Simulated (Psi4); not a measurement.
Run report: PH3, geometry relaxation (part 3 of 3)

PH3, SMILES P; M06-2X/6-31+G*, RKS (Psi4 1.11). The geometry comes from this level: UFF from SMILES.

Geometry of the input (Å):
```
P  -0.0001  0.0008  0.0695
H  -0.5684  1.0765  -0.7244
H  1.2250  -0.0568  -0.7093
H  -0.6533  -1.0431  -0.7013
```

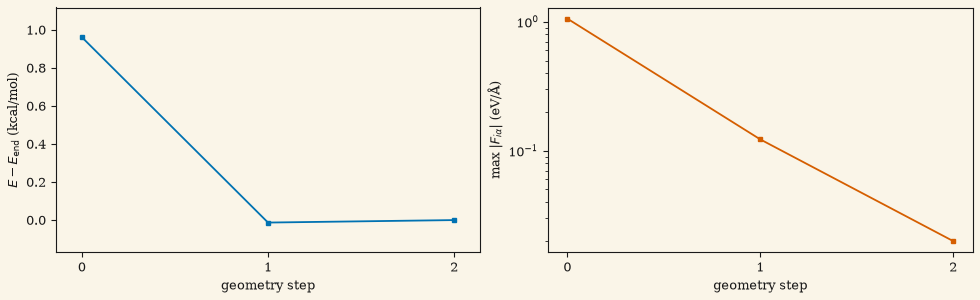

Fig. 1: Progress of the relaxation, step by step (steps are counted from 0).

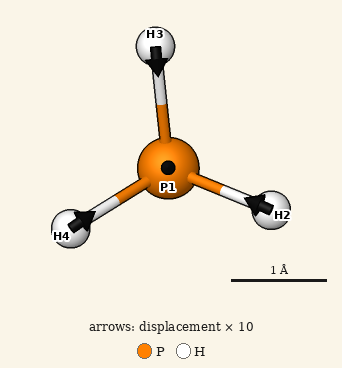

Fig. 2: The starting structure with the displacements as black arrows, magnified 10 times (ball-and-stick view, seen at a tilt). The two geometries are laid on each other by the best rigid fit. Over 2 geometry steps the energy falls by 0.96 kcal/mol. Largest force component: 1.1 eV/Å at the start, 0.02 eV/Å at the end. The largest moves after the best rigid fit, 0.033 Å, are those of H2, H3 and H4. By element the largest moves are H 0.033 Å, P 0.012 Å. Among the contacts that change: P1–H2 1.453 → 1.416 Å. (Atoms are counted from 1 in the order of the input.)

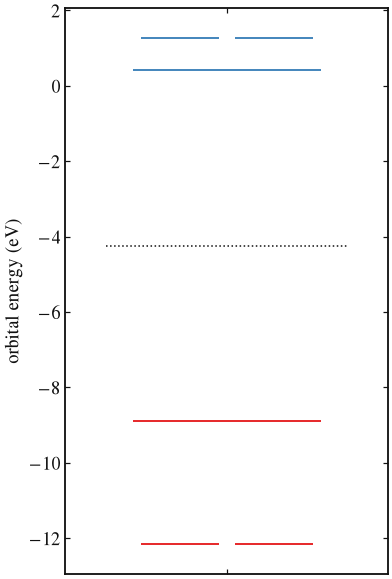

Fig. 3: Orbital energies near the frontier; the dotted line parts filled from empty levels, and levels within 0.02 eV of each other stand side by side. Highest filled −8.90 eV, lowest empty 0.43 eV, 9.33 eV apart.

### Results in brief

```tsv
quantity	value
outcome	converged
total energy	−343.084440 hartree
basis functions	29
HOMO	−8.90 eV
LUMO	0.43 eV
dipole moment	0.89 D
wall time	7.5 s
peak memory	0.47 GiB
```
